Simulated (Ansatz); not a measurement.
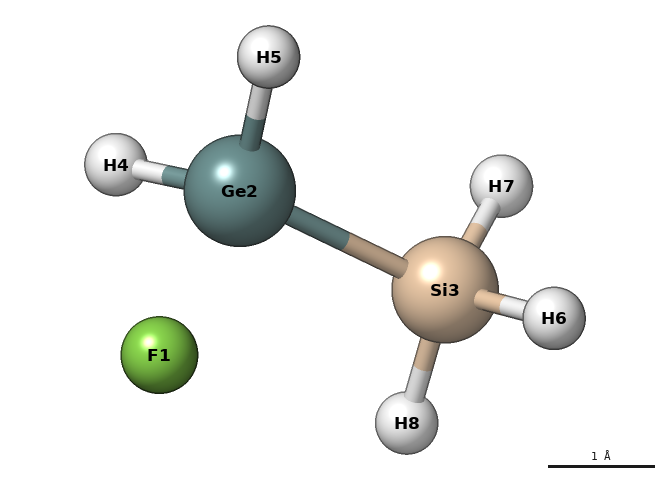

The picture comes from a calculation with Ansatz.

Atoms carry their numbers in the input. Geometry: moved along internal coordinates away from the minimum.

Estimate the angles Si3–Ge2–H4, H4–Ge2–H5, Ge2–Si3–H7, Ge2–Si3–H6, H6–Si3–H8, H6–Si3–H7.

```json
{"angle": "Si3–Ge2–H4", "degrees": "114.2"}
{"angle": "H4–Ge2–H5", "degrees": "110.1"}
{"angle": "Ge2–Si3–H7", "degrees": "108.6"}
{"angle": "Ge2–Si3–H6", "degrees": "109.6"}
{"angle": "H6–Si3–H8", "degrees": "110.0"}
{"angle": "H6–Si3–H7", "degrees": "109.5"}
```
